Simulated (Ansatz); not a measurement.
# (KCl)2(PbTe)1 [001] superlattice, started as rocksalt type: a soft mode frozen in, part 2 of 2

Aim: this structure of (KCl)2(PbTe)1 [001] superlattice, started as rocksalt type is to be tested for unstable modes, and one is followed downhill.

Ansatz 0.2.0; DFT PBE, scalar-relativistic, plane waves, PAW.

So far. Step 2 (Linear response at the zone centre): Before it was imposed, the acoustic sum rule was missed by 1.6e-4 eV/Å² and the charge sum rule by 0.015 e. Small misses are needed for a sound result but don't prove that mesh and cutoff are converged. The lowest optical mode is imaginary, 16.2i cm⁻¹, so the energy falls along it.

The structure was built from a prototype and need not be the compound's stable phase.

**3. The mode frozen in, largest atomic shift 0 Å**

The mode followed lies at Γ with frequency 16.2i cm⁻¹ and is 2-fold degenerate, the softest among the wavevectors solved. At small amplitude the distorted cell has space group no. 42 by a symmetry search on the positions. The undistorted cell that holds it gives the zero of energy on the same k mesh.

input.yaml

```yaml
crystal:
  lattice:
    - [3.2290660069, 3.2290660069, 0.0]
    - [-3.2290660069, 3.2290660069, 0.0]
    - [3.2290660069, 0.0, 9.8519650043]
  atoms:
    - { symbol: Cl, position: [0.5021222928, 0.4978777072, 0.9957554143] }
    - { symbol: Cl, position: [0.8312110405, 0.1687889595, 0.337577919] }
    - { symbol: K, position: [0.99382664, 0.00617336, 0.01234672] }
    - { symbol: K, position: [0.3395066933, 0.6604933067, 0.3209866133] }
    - { symbol: Pb, position: [0.6666666667, 0.3333333333, 0.6666666667] }
    - { symbol: Te, position: [0.1666666667, 0.8333333333, 0.6666666667] }
kpoints:
  mp_grid: { grid: [8, 8, 8] }
hamiltonian:
  xc: pbe
scf:
  occupations: { method: gaussian, width: 0.02 }
output:
  forces: true
  stress: true
  eigenvalues: true
```

Launch:

```
> ansatz run input.yaml --threads 8 --pin off --max-ram 14336MiB --backend cpu --events-out ev --progress --plain --runs-dir out
```

Numbers of over 12 decimals in the logs are rounded to 6 here.

Output:

```text
[...]
Crystal: 6 atoms, lattice volume = 205.450 Å³
Basis set: ecut = 420 eV, 4065 PW (Γ), exchange–correlation on 64×64×144 points (8 copies of the dense FFT grid, shifted against one another)
Bands: 38, of which v1, the nominal top of the filled ones, is band 31 counted from 1 (30 counted from 0)
Symmetry: 16 space group operations
[...]
k-points: 59 of 512
[...]
k-point 0: bands = [... 27 lower, 1.8145, 3.0084, 3.0084, 3.3349, 7.4486, 7.6652, 8.8219, 8.8649, ... 2 higher]
  k-point 1: bands = [... 27 lower, 1.8262, 3.0067, 3.0067, 3.2964, 7.3920, 7.7975, 8.7058, 9.0167, ... 2 higher]
  k-point 2: bands = [... 27 lower, 1.8433, 3.0027, 3.0027, 3.1980, 7.3538, 8.0362, 8.6081, 9.2202, ... 2 higher]
  k-point 58: bands = [... 27 lower, 1.7741, 1.7762, 1.7762, 3.8413, 7.0151, 8.6541, 8.6541, 9.9287, ... 2 higher]
[key lines of the parts left out:]
SCF converged after 7 iterations
Free energy (F): -24129.125041 eV
Fermi energy:    5.454752 eV
P = ⅓ Tr σ = -0.0017 GPa (-0.017 kbar)
```

Run time: 3.1 s. Hardware: 8 threads of Intel Xeon Platinum 8488C (Sapphire Rapids), shared host; peak memory 0.96 GiB.

This step gave:

- pressure: -0.001695 GPa
- energy from the undistorted cell: 0 meV/atom

At this level the gap is 1.19 eV on the k-mesh of the self-consistent run, which can miss the band edges.

**4. The mode frozen in, largest atomic shift 0.04 Å**

The atoms are moved along the unstable eigenvector, the largest shift by 0.04 Å, with the cell fixed.

input.yaml, the sections that differ from step 3:

```yaml
crystal:
  lattice:
    - [3.2290660069, 3.2290660069, 0.0]
    - [-3.2290660069, 3.2290660069, 0.0]
    - [3.2290660069, 0.0, 9.8519650043]
  atoms:
    - { symbol: Cl, position: [0.5019824119, 0.4980175881, 0.9957554143] }
    - { symbol: Cl, position: [0.8310711596, 0.1689288404, 0.337577919] }
    - { symbol: K, position: [0.9935014896, 0.0064985104, 0.01234672] }
    - { symbol: K, position: [0.3391815429, 0.6608184571, 0.3209866133] }
    - { symbol: Pb, position: [0.6630229495, 0.3369770505, 0.6666666667] }
    - { symbol: Te, position: [0.1728604081, 0.8271395919, 0.6666666667] }
# kpoints, hamiltonian, scf, output: as in step 3
```

Output:

```text
[...]
Crystal: 6 atoms, lattice volume = 205.450 Å³
Basis set: ecut = 420 eV, 4065 PW (Γ), exchange–correlation on 64×64×144 points (8 copies of the dense FFT grid, shifted against one another)
Bands: 38, of which v1, the nominal top of the filled ones, is band 31 counted from 1 (30 counted from 0)
Symmetry: 4 space group operations
[...]
k-point 0: bands = [... 27 lower, 1.8151, 3.0053, 3.0115, 3.3327, 7.4486, 7.6682, 8.8217, 8.8258, ... 2 higher]
  k-point 1: bands = [... 27 lower, 1.8267, 3.0036, 3.0098, 3.2942, 7.3929, 7.7995, 8.6902, 8.9908, ... 2 higher]
  k-point 2: bands = [... 27 lower, 1.8438, 2.9996, 3.0058, 3.1959, 7.3553, 8.0376, 8.5931, 9.1848, ... 2 higher]
  k-point 94: bands = [... 27 lower, 1.6918, 1.7859, 1.8234, 3.8350, 7.0226, 8.4643, 9.1652, 9.2021, ... 2 higher]
[key lines of the parts left out:]
SCF converged after 7 iterations
Free energy (F): -24129.125124 eV
Fermi energy:    5.457237 eV
P = ⅓ Tr σ = 0.0172 GPa (0.172 kbar)
```

Elapsed: 5.6 s, on 8 threads; peak memory 1 GiB.

Numbers from this step:

```
pressure                         : 0.01719 GPa
gap on the k-mesh                : 1.203 eV
energy from the undistorted cell : -0.014 meV/atom
```

The energy, extrapolated to zero smearing, is -0.01 meV/atom against the undistorted cell.

The run ends at a pressure of 0.02 GPa, with forces up to 5.1e-4 eV/Å.

**5. Energy along the mode, all amplitudes (two of the runs are shown above)**

An imaginary frequency means negative curvature, so the energy should fall and then rise again as anharmonic terms take over.

This step gave:

| Item | Value |
| --- | --- |
| depth at the lowest point sampled | 0.014 meV/atom |
| largest atomic shift at that point | 0.04 Å |

Table of energy from the parent by largest atomic shift:

```csv
largest atomic shift (Å),energy from the parent (meV/atom)
0.0000,0
0.0400,-0.014
0.0800,0.082
0.1400,1.33
0.2200,8.49
```

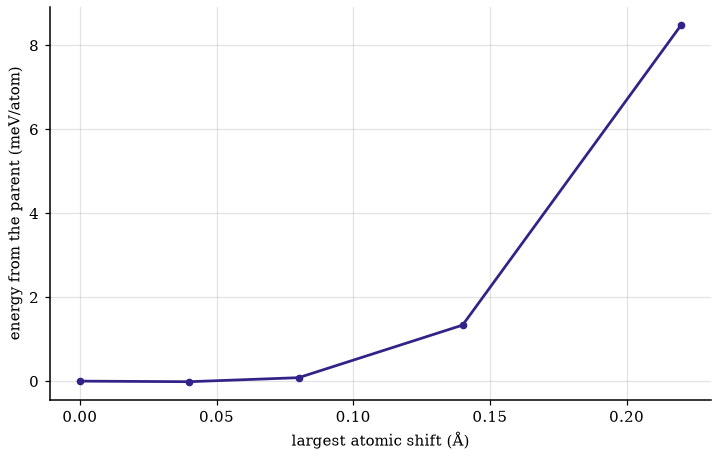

Energy from the parent against largest atomic shift.

Displacement at unit largest shift by atom:

```csv
atom,x (Å),y (Å),z (Å),size
Cl1,-0.02,0.00,0.00,0.02
Cl2,-0.02,0.00,0.00,0.02
K3,-0.05,0.00,0.00,0.05
K4,-0.05,0.00,0.00,0.05
Pb5,-0.59,0.00,0.00,0.59
Te6,1.00,0.00,0.00,1.00
```

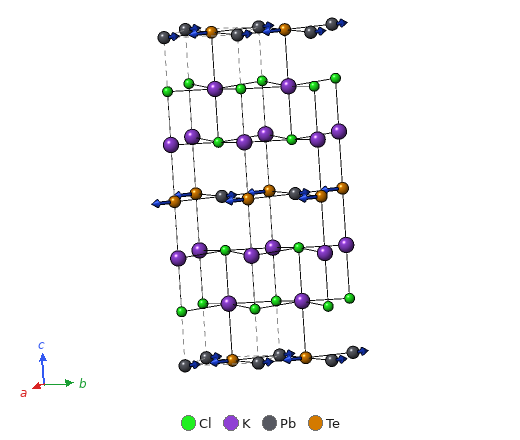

Displacement at unit largest shift as arrows, the longest 1 Å. 1×2×1 conventional cells are drawn. Some periodic images of atoms are drawn too.

**6. Outcome**

```json
{
  "unstable mode of the parent": "q = (0, 0, 0), 16i cm⁻¹",
  "depth at the lowest point sampled": "0.014 meV/atom",
  "largest atomic shift at that point": "0.04 Å"
}
```

In words: Freezing this pattern in gains under 0.02 meV/atom on the steps tried, so a well, if there is one, is too shallow to show. With the field response the log warns that the k mesh is coarse for the force constants too, so the frequencies may not be converged. Spin-orbit coupling is left out, which can matter for the heavy elements here. The starting cell was built on a prototype and not taken from a measurement, so the phase need not exist. These are harmonic frequencies at zero temperature: anharmonic shifts, linewidths and thermal expansion are left out.

[Logs are printed without paths, hosts, clocks, repeated set-up lines and the standing remarks that a program may print on its own settings, such as how far it seeks lower states.]

[Hosts, paths, dates, database ids (printed as entryN), source tags and the programs' standing remarks are cut or masked in the printed files.]
